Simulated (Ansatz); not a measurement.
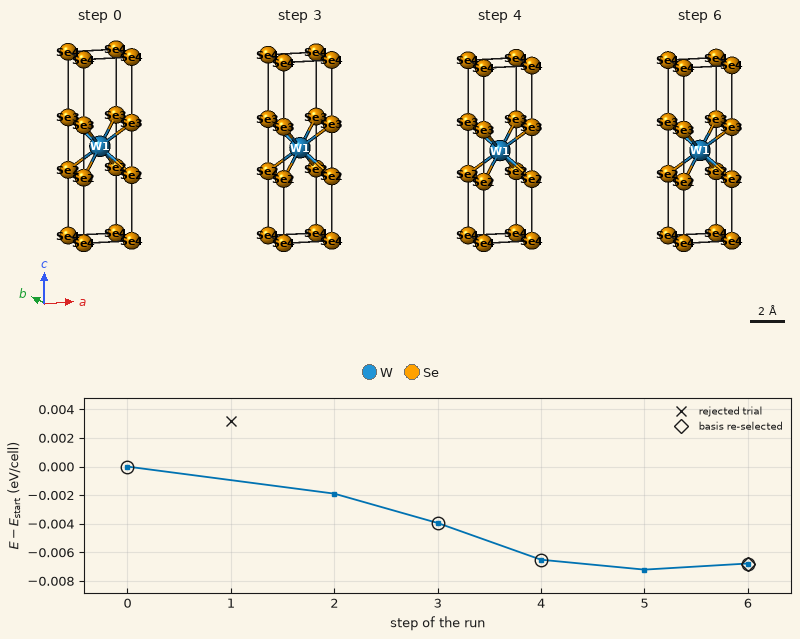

Frames of a relaxation of solid WSe₃ (a generated structure, set up in P4/mmm), marked on the history of the run. The picture is a ball-and-stick view of the cell of the calculation, seen slightly off an axis.

Computed with DFT PBE, scalar-relativistic, plane waves, PAW (Ansatz 0.2.0). Settings: plane-wave cutoff 420 eV; k-point mesh 16 × 16 × 4; occupations gaussian; smearing width 0.1 eV; no spin polarisation; cell and atoms relaxed; force threshold 0.01 eV/Å; at most 80 steps.

Q: Describe the path.

A: The largest moves relative to the cell, 0.060 Å, are those of Se2 and Se3. Se3 goes along +c. W stays in place. Cell: a = b 3.014 → 3.026 Å (+0.4 %), c 11.129 → 10.624 Å (−4.5 %). Volume −3.8 %. Among the contacts that change: W1–W1 3.014 → 3.026 Å. The space group stays P4/mmm (No. 123). Over 4 accepted moves (6 points after the start) the energy falls by 6.8 meV per cell of the calculation. The largest force component goes from 0.079 to 0.0018 eV/Å. Pressure: −0.02 GPa at the start and −0.02 GPa at the end. The line search rejected the trial step at point 1 of the run. At 1 point the geometry stayed and the basis and grid were re-selected for the new cell (energy shift of 0.4 meV per cell of the calculation at most each time). The run took 3.1 min on 1 thread of Arm Neoverse V2 (shared host), peak memory 0.64 GiB. From step 0 to 3: volume −1.0 %, energy −3.9 meV per cell of the calculation. From step 3 to 4: Se atoms move most (0.04 Å), volume −2.8 %, energy −2.6 meV per cell of the calculation. From step 4 to 6: energy −0.3 meV per cell of the calculation.
